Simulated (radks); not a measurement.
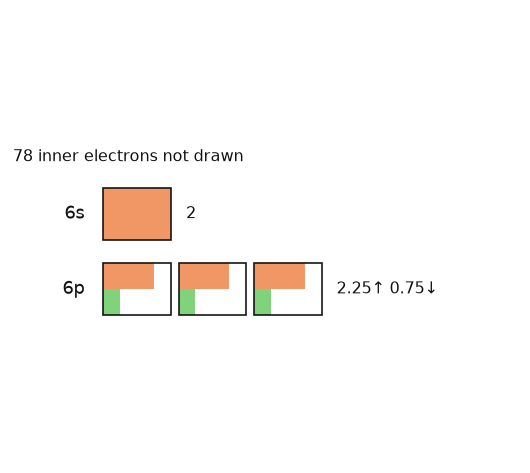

**Figure 1.** The outer shells as the input fills them: a box for each of the 2l + 1 orbitals, shaded by the share of the shell that is filled, up spin in the upper half and down spin in the lower, with the electron count at the right.

# Atomic calculation for Bi

- system: atomic bismuth (Bi) in the configuration [Xe] 4f14 5d10 6s2 6p3 (6p: 2.25 up, 0.75 down).
- method: non-relativistic Kohn-Sham, PBE, spin-polarised, spherical densities, point nucleus (the in-house radial solver radks)

**The input**
```
Z 83
configuration [Hg] 6p2.25 6p0.75
relativity non-relativistic
functional pbe,pbe
spin polarised
nucleus point
```

Energies in input and log are in hartree, lengths in bohr.

The run was one of a batch that the task file lists, launched with:
```bash
python <driver script> task.json out
```

**Log**
```
1s      1   1.0000       -2977.53093711
2s      1   1.0000        -503.20736482
2p      1   3.0000        -484.82706131
3s      1   1.0000        -120.66914989
3p      1   3.0000        -111.89877064
3d      1   5.0000         -95.52868353
4s      1   1.0000         -27.11378841
4p      1   3.0000         -23.24267923
4d      1   5.0000         -16.08807088
4f      1   7.0000          -6.36807152
5s      1   1.0000          -4.61139029
5p      1   3.0000          -3.29159194
5d      1   5.0000          -1.13662093
6s      1   1.0000          -0.43006429
6p      1   2.2500          -0.18763635
1s      2   1.0000       -2977.53032681
2s      2   1.0000        -503.20718356
2p      2   3.0000        -484.82662739
3s      2   1.0000        -120.66882783
3p      2   3.0000        -111.89835403
3d      2   5.0000         -95.52830645
4s      2   1.0000         -27.11314354
4p      2   3.0000         -23.24197935
4d      2   5.0000         -16.08732473
4f      2   7.0000          -6.36724534
5s      2   1.0000          -4.60948519
5p      2   3.0000          -3.28954147
5d      2   5.0000          -1.13194047
6s      2   1.0000          -0.39923717
6p      2   0.7500          -0.15546264
Etot -20099.27562138775
Ekin 20094.670805505266
Encl -47814.66342896329
Eh 7990.579943434328
Exc -369.8629413640517
err 5.257288533692292e-10
it 15
```

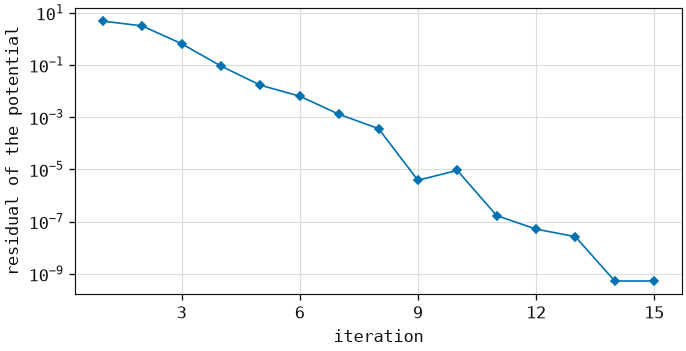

**Figure 2.** Convergence: residual of the potential against the iteration. The residual comes down, with one marked jump up, by a factor of about 2, at step 10. It goes from 4.8 to 5.3×10⁻¹⁰ in 15 steps.

**Orbitals**

```tsv
orbital	occupation	energy (eV)	⟨r⟩ (bohr)	outer maximum (bohr)
1s up	1	−81022.7	0.01823	0.0121
1s down	1	−81022.7	0.01823	0.0121
2s up	1	−13693.0	0.07664	0.0657
2s down	1	−13693.0	0.07664	0.0657
2p up	3	−13192.8	0.06471	0.0509
2p down	3	−13192.8	0.06471	0.0509
3s up	1	−3283.6	0.1925	0.179
3s down	1	−3283.6	0.1925	0.179
3p up	3	−3044.9	0.1831	0.168
3p down	3	−3044.9	0.1831	0.168
3d up	5	−2599.5	0.1595	0.132
3d down	5	−2599.5	0.1595	0.132
4s up	1	−737.804	0.4198	0.396
4s down	1	−737.786	0.4198	0.396
4p up	3	−632.466	0.4221	0.394
4p down	3	−632.446	0.4220	0.394
4d up	5	−437.779	0.4252	0.385
4d down	5	−437.758	0.4252	0.385
4f up	7	−173.284	0.4318	0.338
4f down	7	−173.262	0.4318	0.338
5s up	1	−125.482	0.9253	0.856
5s down	1	−125.430	0.9253	0.856
5p up	3	−89.569	0.9891	0.898
5p down	3	−89.513	0.9888	0.898
5d up	5	−30.929	1.215	1.03
5d down	5	−30.802	1.210	1.03
6s up	1	−11.703	2.466	2.13
6s down	1	−10.864	2.456	2.11
6p up	2.25	−5.106	3.088	2.55
6p down	0.75	−4.230	3.141	2.53
```

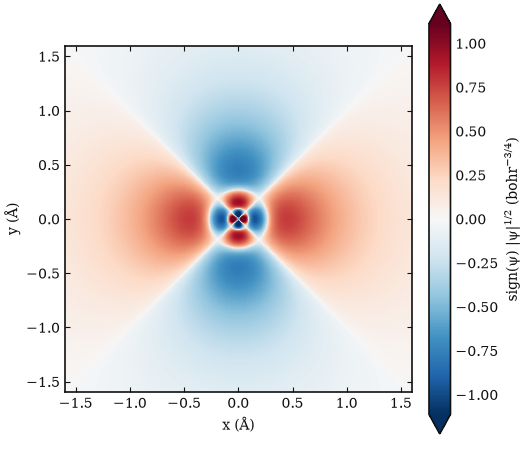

**Figure 3.** The 5d(x²−y²) orbital of up spin. In the xy plane through the nucleus, the colour gives the signed square root of ψ. (1 bohr = 0.529 Å.) The radial function comes from the spherical calculation and is multiplied by a real spherical harmonic; the overall sign is chosen so that the largest lobe of P(r) is positive. It has two nodal planes at 45° to x and y and 2 radial nodes, at r = 0.183 and 0.514 bohr. The outermost maximum of P² lies at 1.03 bohr, ⟨r⟩ = 1.21 bohr, 90 % of the charge lies within 1.82 bohr, and the eigenvalue is −30.9 eV, with 5 electrons in the shell for this spin.

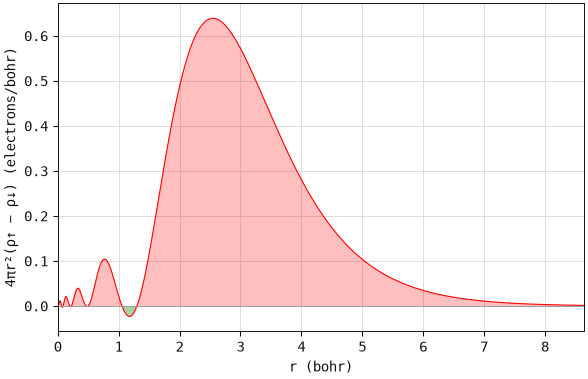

**Figure 4.** The radial spin density. The curve integrates to 1.5 unpaired electrons, held by 6p (+1.5). Its largest value, 0.639 electrons/bohr, lies near r = 2.6 bohr. Regions of the opposite sign hold 0.0039 electrons in all, from the polarisation of filled shells. At the nucleus the spin density is −0.796 bohr⁻³.

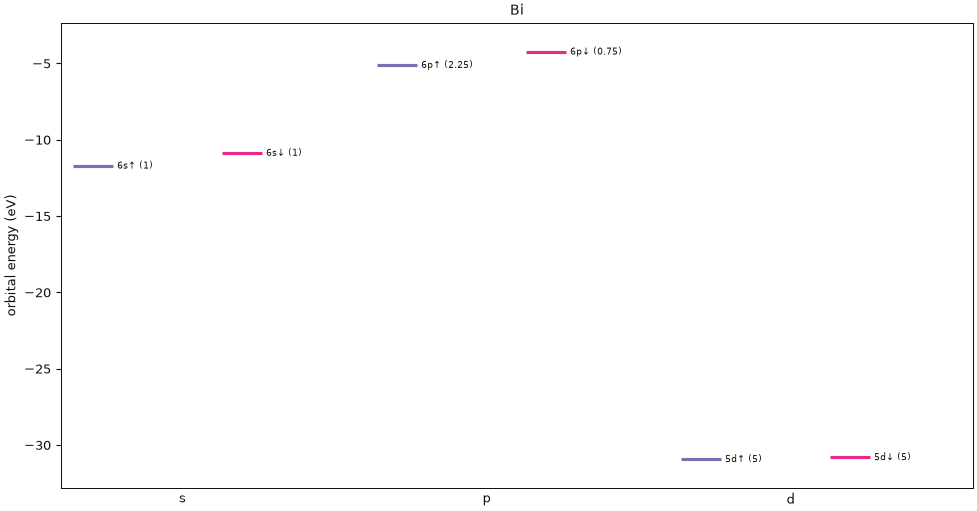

**Figure 5.** The outer levels are drawn by angular momentum (occupations in brackets, up spins at the left of each column and down spins at the right). The highest occupied level is 6p down at −4.23 eV. The highest 4 occupied levels, from the top down, are 6p down (−4.23 eV), 6p up (−5.11 eV), 6s down (−10.9 eV), 6s up (−11.7 eV). The largest exchange splitting (down less up) among the shells drawn in both spins is that of 6p, 0.875 eV.

**Results in brief**

```tsv
quantity	value
outcome	converged
total energy	−20099.2756 hartree
kinetic energy	20094.6708 hartree
electron–nucleus energy	−47814.6634 hartree
Hartree energy	7990.5799 hartree
exchange–correlation energy	−369.862941 hartree
radius at density 0.001 e/bohr³	4.87 bohr
SCF iterations	15
hardware	1 CPU thread, shared host
```

**Remarks**

Relativity is left out, which matters for an atom this heavy.
